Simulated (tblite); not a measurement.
**Run report: C₄H₁₄N₂SSi, geometry relaxation**

- system: C₄H₁₄N₂SSi
- method: GFN2-xTB geometry optimisation, gas phase (tblite 0.8.0)

It belongs to a series of runs on one base structure; here: H on Si replaced by NH2.

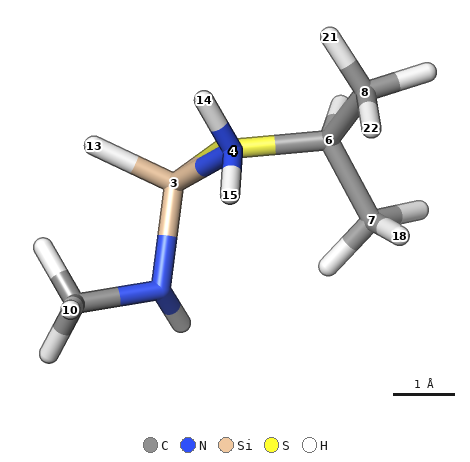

*The input geometry (stick view, seen at a tilt; atoms are numbered from 1 in the order of the input).*

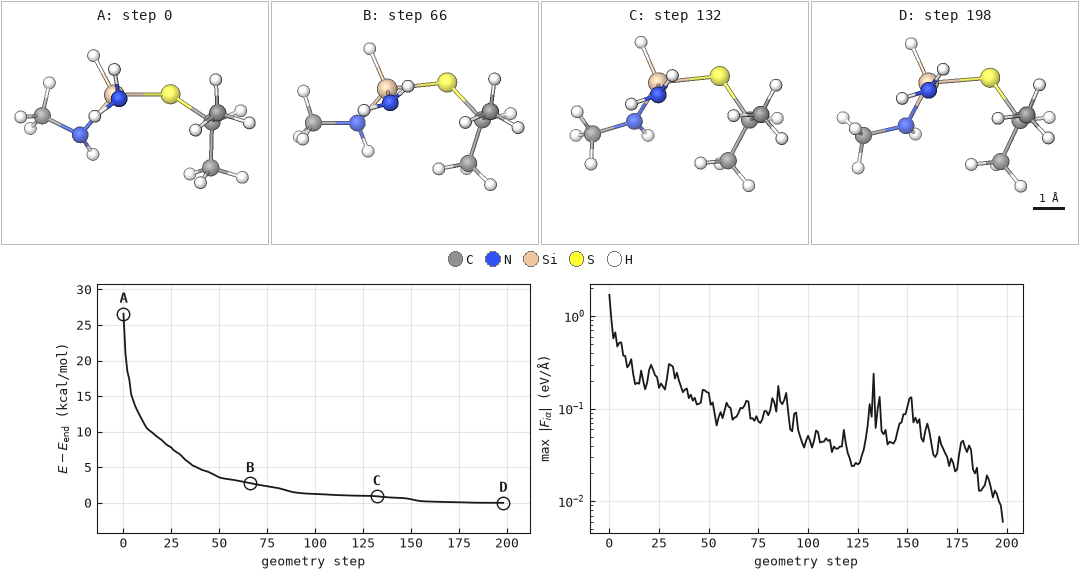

*Frames of the relaxation (ball-and-stick view, seen at a tilt) above the curves, on which the letters mark them (steps are counted from 0).*

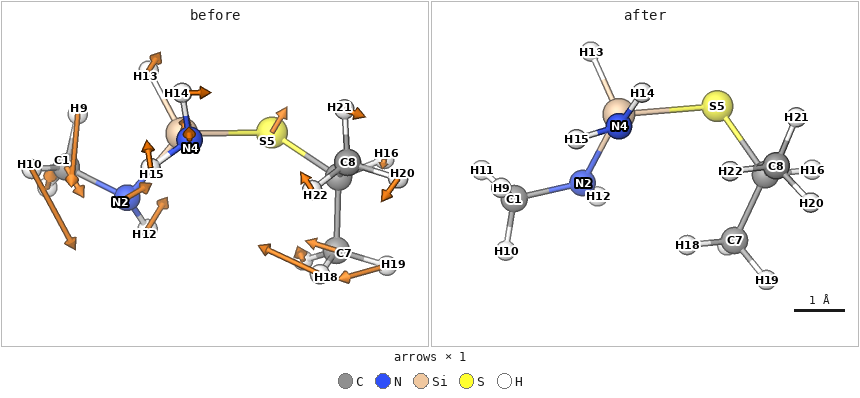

*Before (left) and after (right) the relaxation, at one scale (ball-and-stick view, seen at a tilt). The orange arrows give the displacements, at true length.*

Over 198 geometry steps the energy falls by 26.6 kcal/mol. The largest force component goes from 1.7 to 0.006 eV/Å. The largest move after the best rigid fit is that of H9, 2.12 Å. By element the largest moves are H 2.12 Å, C 0.80 Å, N 0.70 Å, S 0.64 Å, Si 0.46 Å. Distances before and after: N2–Si3 1.789 → 1.718 Å, Si3–N4 1.791 → 1.726 Å, N4–H14 1.048 → 1.008 Å, S5–C6 1.803 → 1.843 Å. Among the angles that change: C1–N2–Si3 107.6° → 122.7°, Si3–N4–H14 107.4° → 117.6°, Si3–N4–H15 108.4° → 118.0°. (Atoms are counted from 1 in the order of the input.)

These pictures come from the run below.

Input
```
{"job": {"kind": "relax", "xc": "GFN2-xTB", "basis": "xTB"}, "charge": 0, "multiplicity": 1}
C      3.422600    -0.814000     0.095000
N      2.082700    -0.718900    -0.481600
Si     1.111500     0.347500     0.576800
N      0.813200     1.846100    -0.358000
S     -0.627600    -0.567900     1.364400
C     -2.140800    -0.332700     0.412700
C     -2.269100    -1.292100    -0.762400
C     -2.389200     1.094700    -0.001300
H      3.339700    -0.442800     1.141100
H      4.053200    -0.100700    -0.440900
H      3.816400    -1.836000     0.124000
H      1.638900    -1.646400    -0.636800
H      1.966000     0.717700     1.724500
H      1.059400     2.656200     0.260200
H      1.500600     1.886900    -1.142900
H     -2.983600    -0.604500     1.110700
H     -1.563600    -2.126800    -0.637000
H     -2.064400    -0.719200    -1.669400
H     -3.314200    -1.648300    -0.769500
H     -3.472100     1.188800    -0.269200
H     -2.201200     1.779400     0.838300
H     -1.789000     1.352300    -0.880300
```

The first line tells a small driver script what to run in tblite; the rest is the geometry in Å.

Launch command:
```bash
OMP_NUM_THREADS=1 python <driver script> task.json out
```

Log
```
step      E/eV     max force
  0    -722.23086    1.894
  1    -722.46992    1.008
  2    -722.58068    0.643
  3    -722.62924    0.789
  4    -722.72209    0.550
  5    -722.75742    0.520
  6    -722.79066    0.526
  7    -722.81621    0.446
  8    -722.83977    0.396
  9    -722.86163    0.353
 10    -722.88385    0.336
 11    -722.90596    0.363
 12    -722.92504    0.324
 13    -722.93768    0.225
 14    -722.94619    0.247
 15    -722.95516    0.287
 16    -722.96564    0.331
 17    -722.97574    0.236
 18    -722.98406    0.190
 19    -722.99198    0.205
 20    -723.00122    0.367
 21    -723.01242    0.407
 22    -723.02402    0.279
 23    -723.03309    0.304
 24    -723.03929    0.264
 25    -723.04691    0.211
 26    -723.06085    0.239
 27    -723.06881    0.220
 28    -723.07703    0.192
 29    -723.08367    0.227
 30    -723.09389    0.335
 31    -723.10600    0.338
 32    -723.11855    0.330
 33    -723.12791    0.236
 34    -723.13647    0.270
 35    -723.14546    0.226
 36    -723.15536    0.177
 37    -723.16014    0.171
 38    -723.16589    0.177
 39    -723.17130    0.188
 40    -723.17772    0.150
 41    -723.18285    0.170
 42    -723.18660    0.159
 43    -723.18969    0.169
 44    -723.19347    0.142
 45    -723.19886    0.138
 46    -723.20484    0.140
 47    -723.21021    0.163
 48    -723.21658    0.176
 49    -723.22285    0.154
 50    -723.22846    0.151
 51    -723.23204    0.148
 52    -723.23424    0.122
 53    -723.23617    0.089
 54    -723.23783    0.085
 55    -723.23915    0.090
 56    -723.24113    0.099
 57    -723.24302    0.086
 58    -723.24493    0.099
 59    -723.24688    0.130
 60    -723.24920    0.126
 61    -723.25153    0.119
 62    -723.25357    0.103
 63    -723.25550    0.109
 64    -723.25783    0.113
 65    -723.26071    0.121
 66    -723.26369    0.121
 67    -723.26614    0.113
 68    -723.26820    0.118
 69    -723.27015    0.123
 70    -723.27251    0.121
 71    -723.27453    0.080
 72    -723.27629    0.085
 73    -723.27831    0.094
 74    -723.28042    0.102
 75    -723.28249    0.095
 76    -723.28459    0.088
 77    -723.28667    0.106
 78    -723.28856    0.111
 79    -723.29024    0.112
 80    -723.29206    0.096
 81    -723.29447    0.111
 82    -723.29727    0.130
 83    -723.30078    0.139
 84    -723.30441    0.125
 85    -723.30761    0.207
 86    -723.31085    0.160
 87    -723.31362    0.131
 88    -723.31730    0.136
 89    -723.31922    0.156
 90    -723.32096    0.105
 91    -723.32248    0.070
 92    -723.32359    0.073
 93    -723.32446    0.094
 94    -723.32570    0.095
 95    -723.32665    0.063
 96    -723.32733    0.055
 97    -723.32778    0.045
 98    -723.32838    0.046
 99    -723.32891    0.045
100    -723.32940    0.052
101    -723.32974    0.051
102    -723.33013    0.050
103    -723.33068    0.055
104    -723.33139    0.063
105    -723.33210    0.059
106    -723.33267    0.053
107    -723.33318    0.052
108    -723.33372    0.049
109    -723.33446    0.064
110    -723.33524    0.055
111    -723.33586    0.055
112    -723.33632    0.042
113    -723.33674    0.051
114    -723.33706    0.048
115    -723.33740    0.041
116    -723.33777    0.040
117    -723.33822    0.040
118    -723.33869    0.060
119    -723.33908    0.043
120    -723.33933    0.034
121    -723.33949    0.031
122    -723.33962    0.027
123    -723.33979    0.027
124    -723.33996    0.032
125    -723.34013    0.028
126    -723.34031    0.028
127    -723.34050    0.034
128    -723.34075    0.036
129    -723.34110    0.056
130    -723.34164    0.070
131    -723.34241    0.116
132    -723.34356    0.093
133    -723.34394    0.255
134    -723.34592    0.081
135    -723.34691    0.099
136    -723.34812    0.135
137    -723.34928    0.064
138    -723.34991    0.058
139    -723.35057    0.071
140    -723.35103    0.060
141    -723.35169    0.056
142    -723.35235    0.052
143    -723.35278    0.043
144    -723.35323    0.048
145    -723.35389    0.064
146    -723.35472    0.081
147    -723.35576    0.074
148    -723.35708    0.094
149    -723.35934    0.107
150    -723.36189    0.136
151    -723.36404    0.162
152    -723.36640    0.149
153    -723.36917    0.086
154    -723.37087    0.094
155    -723.37271    0.080
156    -723.37358    0.106
157    -723.37443    0.056
158    -723.37482    0.056
159    -723.37529    0.063
160    -723.37574    0.073
161    -723.37611    0.060
162    -723.37636    0.046
163    -723.37664    0.042
164    -723.37697    0.043
165    -723.37731    0.038
166    -723.37759    0.051
167    -723.37786    0.042
168    -723.37813    0.044
169    -723.37843    0.037
170    -723.37865    0.033
171    -723.37884    0.026
172    -723.37901    0.033
173    -723.37923    0.033
174    -723.37944    0.029
175    -723.37968    0.028
176    -723.37992    0.042
177    -723.38023    0.046
178    -723.38064    0.052
179    -723.38116    0.047
180    -723.38161    0.045
181    -723.38195    0.049
182    -723.38218    0.037
183    -723.38242    0.024
184    -723.38259    0.021
185    -723.38268    0.028
186    -723.38273    0.015
187    -723.38277    0.015
188    -723.38282    0.014
189    -723.38288    0.015
190    -723.38294    0.019
191    -723.38300    0.018
192    -723.38306    0.015
193    -723.38312    0.013
194    -723.38318    0.013
195    -723.38321    0.013
196    -723.38325    0.011
197    -723.38327    0.011
198    -723.38329    0.008
```

Trajectory as extended XYZ (Å, eV, eV/Å), 5 of the 199 frames kept, from step=0 to step=198
```
22
Properties=species:S:1:pos:R:3:forces:R:3 step=0 energy=-722.23086
C     3.4226   -0.8140    0.0950   -0.2200   0.1490   0.6510
N     2.0827   -0.7189   -0.4816   -1.2030  -0.2650   0.9930
Si    1.1115    0.3475    0.5768    0.2720   0.7890  -1.7000
N     0.8132    1.8461   -0.3580    1.5480   0.0610   0.5670
S    -0.6276   -0.5679    1.3644    0.0750  -0.3740   0.8570
C    -2.1408   -0.3327    0.4127   -1.4670  -0.1460   0.2970
C    -2.2691   -1.2921   -0.7624   -0.0960   0.0010   0.0350
C    -2.3892    1.0947   -0.0013   -0.7860   0.5050  -0.1530
H     3.3397   -0.4428    1.1411    0.8780  -0.5640  -0.5440
H     4.0532   -0.1007   -0.4409    0.2010  -0.4200  -0.0470
H     3.8164   -1.8360    0.1240    0.0040   0.4220  -0.3280
H     1.6389   -1.6464   -0.6368    0.6290   0.9160   0.1190
H     1.9660    0.7177    1.7245   -0.5290  -0.1340   0.0770
H     1.0594    2.6562    0.2602   -0.5710  -0.8220  -0.9040
H     1.5006    1.8869   -1.1429   -0.9020   0.0140   0.7330
H    -2.9836   -0.6045    1.1107    1.0430   0.1610  -0.0170
H    -1.5636   -2.1268   -0.6370   -0.4710   0.2530  -0.2740
H    -2.0644   -0.7192   -1.6694    0.0800  -0.4920  -0.0800
H    -3.3142   -1.6483   -0.7695    0.6380  -0.0780  -0.3320
H    -3.4721    1.1888   -0.2692    0.8230   0.0320   0.0850
H    -2.2012    1.7794    0.8383    0.0760  -0.1660  -0.4460
H    -1.7890    1.3523   -0.8803   -0.0200   0.1590   0.4120
22
Properties=species:S:1:pos:R:3:forces:R:3 step=50 energy=-723.22846
C     3.4071   -0.8558   -0.0619   -0.0470  -0.0060  -0.0430
N     1.9801   -0.9818    0.0899   -0.0890   0.0130   0.0040
Si    1.0626    0.3068    0.7489   -0.0130   0.0570   0.0510
N     0.7591    1.5600   -0.4119   -0.0750   0.0120   0.0920
S    -0.7693   -0.3710    1.6405   -0.0800  -0.0570   0.0100
C    -2.1889   -0.2604    0.4608    0.0320   0.0310  -0.0340
C    -1.9951   -1.1842   -0.7296    0.0280  -0.0250   0.1150
C    -2.4298    1.1778    0.0306   -0.0070  -0.0370   0.0360
H     3.7936   -0.3857    0.8372    0.1250   0.0150  -0.0040
H     3.6900   -0.2434   -0.9239    0.0170   0.0570  -0.0550
H     3.8618   -1.8364   -0.1805    0.0370  -0.0780   0.0530
H     1.5791   -1.6113   -0.5863   -0.0740  -0.0060   0.0000
H     1.8138    0.7336    1.9307   -0.0260  -0.0140  -0.0060
H     0.1803    2.3397   -0.1350    0.0620  -0.0320   0.0110
H     1.5605    1.9086   -0.9107    0.0760   0.0100  -0.0820
H    -3.0172   -0.6187    1.0838    0.0550   0.0660  -0.0920
H    -1.7963   -2.1952   -0.3862    0.0080  -0.0700   0.0050
H    -1.1497   -0.8482   -1.3240    0.0170   0.0340  -0.0710
H    -2.8916   -1.1987   -1.3496    0.0520   0.0460   0.0190
H    -3.3937    1.2677   -0.4736    0.0800  -0.0230   0.0440
H    -2.4261    1.8306    0.9029   -0.0300  -0.0010  -0.0780
H    -1.6407    1.4854   -0.6537   -0.1490   0.0070   0.0240
22
Properties=species:S:1:pos:R:3:forces:R:3 step=99 energy=-723.32891
C     3.0868   -0.9643   -0.3297    0.0010   0.0030   0.0060
N     1.7744   -0.9674    0.2615    0.0080  -0.0020  -0.0010
Si    1.0335    0.3999    0.9680   -0.0200  -0.0090  -0.0020
N     0.7601    1.6497   -0.2000    0.0000  -0.0040   0.0120
S    -0.8526   -0.1972    1.8042    0.0250   0.0050   0.0170
C    -2.0626   -0.2620    0.4162   -0.0390   0.0100  -0.0070
C    -1.5452   -1.0935   -0.7438   -0.0240   0.0060   0.0220
C    -2.4732    1.1347   -0.0212   -0.0030   0.0090  -0.0060
H     3.6934   -0.2138    0.1730   -0.0010   0.0130  -0.0260
H     3.0639   -0.7290   -1.4003   -0.0180   0.0080  -0.0030
H     3.5659   -1.9356   -0.2051    0.0090  -0.0200   0.0190
H     1.2382   -1.7923    0.0483    0.0240   0.0210  -0.0040
H     1.8092    0.8270    2.1315    0.0130  -0.0240   0.0170
H     0.2919    2.4850    0.1142   -0.0040   0.0360  -0.0110
H     1.5199    1.8995   -0.8122    0.0450  -0.0050  -0.0030
H    -2.9164   -0.7632    0.8809    0.0000  -0.0060  -0.0020
H    -1.2659   -2.0867   -0.4014    0.0100  -0.0320  -0.0010
H    -0.6796   -0.6118   -1.1918    0.0110   0.0050  -0.0140
H    -2.3197   -1.1941   -1.5024   -0.0260  -0.0010  -0.0030
H    -3.3787    1.0857   -0.6237   -0.0020  -0.0160  -0.0200
H    -2.6704    1.7609    0.8458   -0.0080  -0.0100   0.0050
H    -1.6835    1.5878   -0.6136    0.0000   0.0100   0.0050
22
Properties=species:S:1:pos:R:3:forces:R:3 step=148 energy=-723.35708
C     2.9826   -0.9128   -0.4859    0.0100  -0.0370  -0.0640
N     1.6604   -0.9074    0.0928    0.0870   0.0270   0.0240
Si    1.0403    0.3782    1.0398   -0.0360  -0.0230  -0.0150
N     0.9011    1.7135   -0.0457    0.0090   0.0410   0.0140
S    -0.8878   -0.1764    1.8076   -0.0300   0.0220   0.0560
C    -2.0831   -0.2643    0.4060   -0.0190   0.0260   0.0150
C    -1.5489   -1.1301   -0.7204    0.0100   0.0390   0.0270
C    -2.4747    1.1233   -0.0736    0.0110   0.0130  -0.0130
H     3.4292    0.0752   -0.3970   -0.0480  -0.0130  -0.0040
H     2.9289   -1.1742   -1.5476    0.0140  -0.0080   0.0120
H     3.6441   -1.6296    0.0078   -0.0010   0.0260   0.0280
H     1.3294   -1.8390    0.2848   -0.0280  -0.0250  -0.0290
H     1.7848    0.6416    2.2777   -0.0270   0.0250  -0.0280
H     0.5360    2.5799    0.3171   -0.0080   0.0070  -0.0080
H     1.6728    1.9017   -0.6663   -0.0190  -0.0160   0.0280
H    -2.9493   -0.7393    0.8770    0.0190  -0.0420  -0.0430
H    -1.2639   -2.1103   -0.3408   -0.0490   0.0270  -0.0570
H    -0.6739   -0.6559   -1.1601   -0.0180  -0.0300  -0.0270
H    -2.3132   -1.2502   -1.4891    0.0430  -0.0350   0.0470
H    -3.2357    1.0468   -0.8506    0.0170  -0.0190   0.0290
H    -2.8795    1.7104    0.7474    0.0270  -0.0010   0.0210
H    -1.6102    1.6384   -0.4824    0.0340  -0.0030  -0.0160
22
Properties=species:S:1:pos:R:3:forces:R:3 step=198 energy=-723.38329
C     2.9584   -0.8693   -0.5405    0.0010  -0.0030  -0.0010
N     1.6294   -0.9034    0.0205   -0.0060   0.0020  -0.0030
Si    1.0242    0.3321    1.0492    0.0020   0.0010   0.0060
N     0.8896    1.7411    0.0607    0.0010  -0.0060   0.0050
S    -0.8992   -0.2489    1.8077   -0.0020  -0.0030   0.0030
C    -2.0813   -0.2690    0.3942    0.0010   0.0020   0.0020
C    -1.5993   -1.1746   -0.7242   -0.0020   0.0000   0.0000
C    -2.3688    1.1400   -0.0937    0.0000  -0.0010   0.0020
H     3.1830    0.1475   -0.8528    0.0010   0.0060   0.0030
H     3.0116   -1.5206   -1.4141   -0.0010  -0.0020  -0.0040
H     3.7266   -1.1827    0.1749   -0.0010   0.0000  -0.0010
H     1.3466   -1.8474    0.2397    0.0050   0.0040   0.0020
H     1.7724    0.5322    2.2962   -0.0040  -0.0010  -0.0030
H     0.4691    2.5602    0.4702   -0.0010  -0.0010  -0.0020
H     1.6881    2.0099   -0.4907    0.0030   0.0010  -0.0010
H    -2.9813   -0.6900    0.8521   -0.0010  -0.0030  -0.0030
H    -1.4006   -2.1750   -0.3462    0.0030   0.0000   0.0060
H    -0.6875   -0.7763   -1.1625   -0.0010   0.0020  -0.0050
H    -2.3638   -1.2425   -1.4971   -0.0020   0.0000  -0.0010
H    -3.1770    1.1204   -0.8237    0.0020   0.0010   0.0000
H    -2.6681    1.7738    0.7382    0.0060   0.0040  -0.0020
H    -1.4824    1.5618   -0.5597   -0.0060  -0.0030  -0.0040
```

Results in brief

```json
{"quantity": "outcome", "value": "converged"}
{"quantity": "total energy", "value": "−723.3833 eV"}
{"quantity": "hardware", "value": "1 CPU thread, shared host"}
{"quantity": "wall time", "value": "1.8 s"}
{"quantity": "peak memory", "value": "0.18 GiB"}
```
